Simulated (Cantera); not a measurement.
Input: 1 mol Si3N4, 0.29 mol N2O, 5.4 mol H2, held at 0.370 Pa.

Method: chemical equilibrium by Gibbs-energy minimisation in Cantera with the NASA 1993 tables (ideal gas, pure condensed phases). Candidate condensed phases: H2O, Si, SiO2, Si2N2O, Si3N4; 35 gas species. Mutual solubility and eutectic melting of coexisting phases are not modelled. The tables' values for SiN are old estimates; treat these amounts as uncertain. Kinetics and transport are ignored.

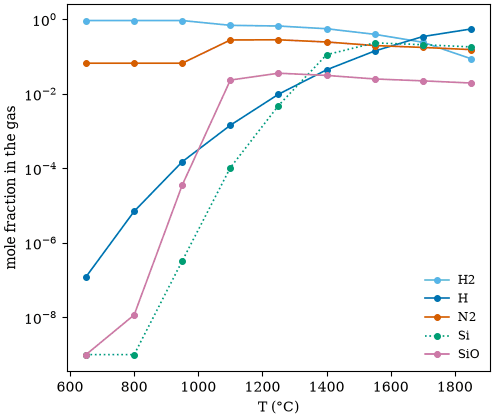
Fig. 1. Equilibrium gas composition (values under 1e-9 drawn at 1e-9)

From 650 °C to 950 °C the condensed part is Si2N2O(s) + Si3N4(s). At 1100 °C the condensed part is Si(s) + Si2N2O(s). From 1250 °C to 1400 °C the condensed part is Si(s). From 1550 °C to 1850 °C nothing is condensed.
